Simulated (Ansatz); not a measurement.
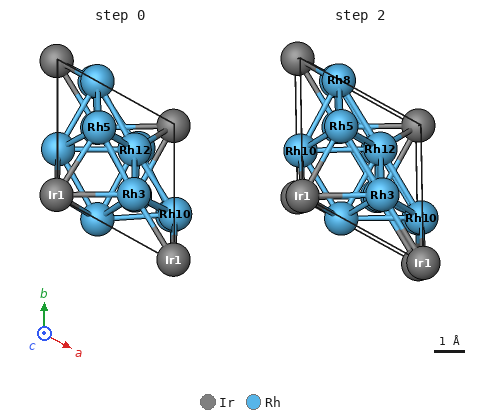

The structure of a crystal of IrRh5 (a generated structure, set up in P1) (coarse preliminary run) before (left) and after (right) a relaxation, at one scale.

Style: ball-and-stick. Shown: the cell of the calculation, along the c axis.

Level of theory: DFT PBE, scalar-relativistic, plane waves, PAW (Ansatz 0.2.0).

Input
```yaml
crystal:
  lattice:
    - [4.5766871572, -0.0014652284, -0.0733491528]
    - [-2.2896125037, 4.1341790915, -0.0241234916]
    - [-0.136726368, -0.1308628343, 8.8378819877]
  atoms:
    - { symbol: Ir, position: [-0.007422808, 0.0144890493, 0.0005640741] }
    - { symbol: Ir, position: [-0.007028292, -0.015692349, 0.5054899055] }
    - { symbol: Rh, position: [0.6541022012, 0.3299930265, -0.0024199882] }
    - { symbol: Rh, position: [0.6629815846, 0.3256569235, 0.4931147421] }
    - { symbol: Rh, position: [0.3565621589, 0.6733438288, -0.0094149517] }
    - { symbol: Rh, position: [0.3409236944, 0.6643818714, 0.5008712233] }
    - { symbol: Rh, position: [0.3189346439, -0.0129332299, 0.2515385895] }
    - { symbol: Rh, position: [0.341556821, 0.0012487396, 0.7487527624] }
    - { symbol: Rh, position: [-0.0173349021, 0.3313860592, 0.2479601274] }
    - { symbol: Rh, position: [0.0060477046, 0.3513722383, 0.7538651954] }
    - { symbol: Rh, position: [0.6911209333, 0.681067048, 0.2474316258] }
    - { symbol: Rh, position: [0.65955626, 0.6556867943, 0.7622466945] }
basis:
  ecutwfc: 420
kpoints:
  mp_grid: { grid: [6, 6, 4] }
hamiltonian:
  xc: pbe
scf:
  occupations: { method: gaussian, width: 0.2 }
  lower_state_search: "off"
output:
  forces: true
  stress: true
  eigenvalues: true
relax:
  adjacent_minimum: "off"
  f_tol: 0.025
  max_steps: 60
  cell: { stress_tol: 0.25 }
```

Command:
```bash
ansatz run input.yaml --threads 1 --pin off --max-ram 2560MiB --backend cpu --events-out ev --progress --plain --runs-dir out
```

> Describe what moved and what it gained.

The run was cut off at its time limit before the relaxation converged, so the last structure is only a point on the way. The atom that moves furthest relative to the cell is Rh5 (0.13 Å roughly along [−3 −1 1]). By element the largest moves are Rh 0.13 Å, Ir 0.09 Å. The volume changes by +1.5 %, with a 4.577 → 4.724 Å (+3.2 %), b 4.726 → 4.723 Å (−0.1 %), c 8.840 → 8.775 Å (−0.7 %), α 90.6° → 90.0°, β 91.8° → 90.0°, γ 119.0° → 120.0°. Among the contacts that change: Rh5–Rh12 2.508 → 2.705 Å, Rh5–Rh9 2.891 → 2.705 Å, Ir1–Rh5 2.552 → 2.728 Å, Rh10–Rh12 2.879 → 2.708 Å. The space group (tolerance 0.01 Å) goes from P1 (No. 1) to P-62m (No. 189). After 2 geometry steps the energy has fallen by 0.872 eV per cell of the calculation. The largest force component goes from 2 to 0.022 eV/Å. The pressure goes from 7.77 to 0.74 GPa.
